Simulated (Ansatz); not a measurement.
# CH$_{5}$Ga (triplet): what the fields show

Input

```
crystal:
  periodic: [false, false, false]
  atoms:
    - symbol: C
      position_ang: [-0.632671, -1.539687, 1.517210]
    - symbol: Ga
      position_ang: [0.848552, -0.227680, 0.812658]
    - symbol: H
      position_ang: [-0.938296, -1.811551, 2.537121]
    - symbol: H
      position_ang: [-1.361590, -1.586835, 0.679601]
    - symbol: H
      position_ang: [1.255732, -1.039287, 2.225272]
    - symbol: H
      position_ang: [0.422013, 1.279062, 1.006929]
    - symbol: H
      position_ang: [1.622139, -0.758557, -0.450265]
basis:
  gaussian:
    orbitals: def2-TZVPD
total_charge: 0
magnetization:
  spin_polarized: true
  initial_magnetization: 2
hamiltonian:
  xc: pbe0
output:
  forces: true
  orbitals: {seedname: orbitals}
```

Launched as:

```sh
ansatz run input.yaml --threads 1 --pin off --max-ram 2610MiB --events-out events.jsonl --progress --plain --runs-dir runs
```

Geometry: PBE-D3(BJ)/def2-SVP.

Level of theory: isolated molecule in a Gaussian basis; Kohn-Sham density functional theory, functional PBE0 (Ansatz 0.2.0).

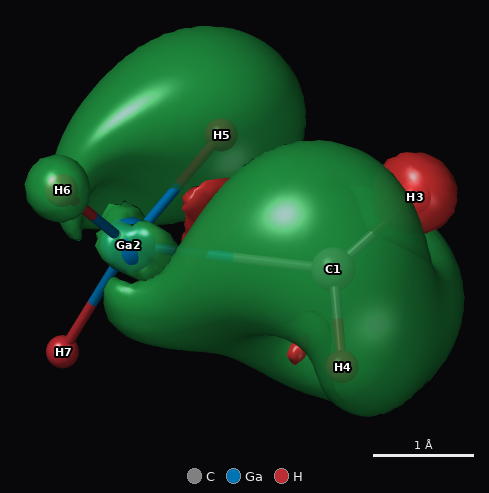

Figure 1. Isosurfaces of the spin density (α minus β) at +0.02 (green) and −0.02 e/Å³ (red), seen across its widest extent.

Where is the unpaired spin?

The unpaired spin (2 electrons) lies mostly on C1 (about 1.2), H5 (about 0.3), Ga2 (about 0.3) and H4 (about 0.1), in electrons by Hirshfeld's partition.

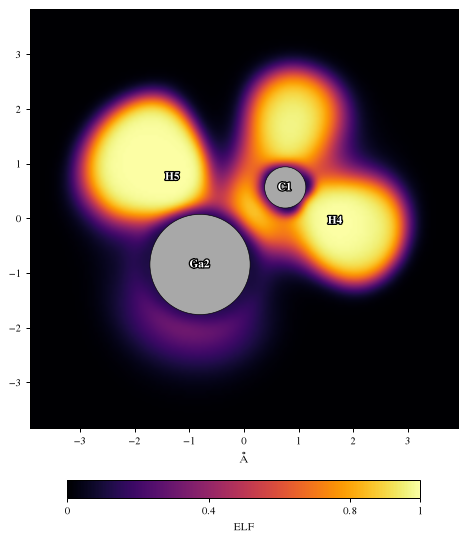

Figure 2. ELF on the plane of atoms C1, Ga2 and H5. Grey discs cover the atomic cores.

What do the fields say about this system?

The section cuts through C, Ga and H sites.
C–Ga (2.10 Å): the ELF peaks at about 0.85 in the valence shell of C, 0.7 Å from its nucleus, and is about 0.45 at the midpoint.
C–H (1.11 Å): the ELF climbs to about 1 towards the hydrogen, as it does in any bond to H; a covalent bond by its length.

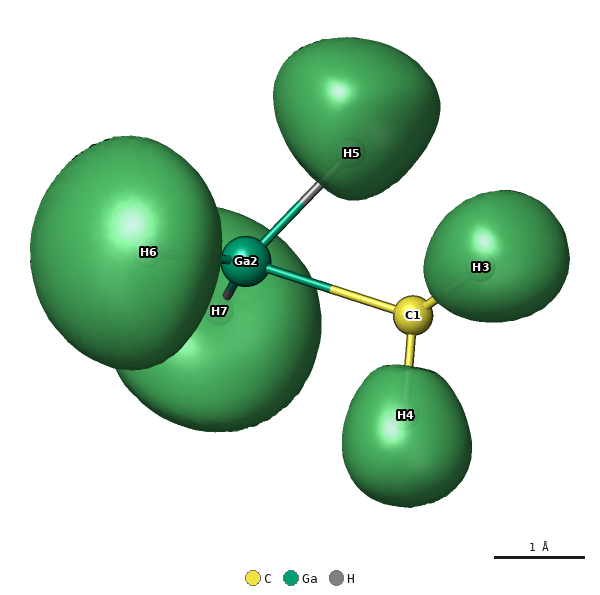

Figure 3. Isosurface of the electron localisation function at 0.9 (green), seen at a tilt. Only the valence region is drawn (cores and ρ < 0.01 e/Å³ removed).

Identify the bonds, lone pairs and shells in this picture.

At this value the surface marks out five regions around hydrogen nuclei.


 C–H (1.10 Å): the ELF climbs to about 1 towards the hydrogen (a covalent bond by its length).

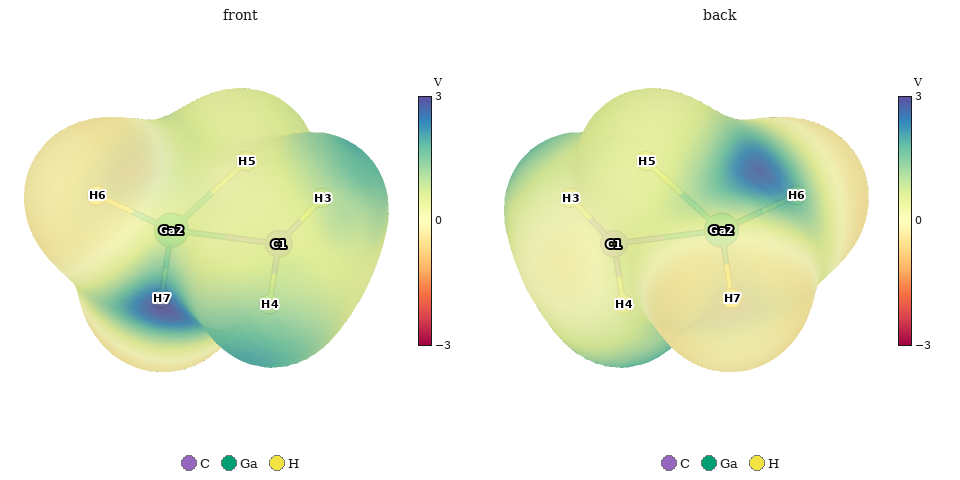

Figure 4. The electrostatic potential painted on the density surface at 0.004 e/bohr³, seen from the front and from behind; red is negative and blue positive.

Describe the electrostatic potential map.

The most negative region (about −0.3 V) lies over H6 and H7, the most positive (about +2.8 V) over Ga2.
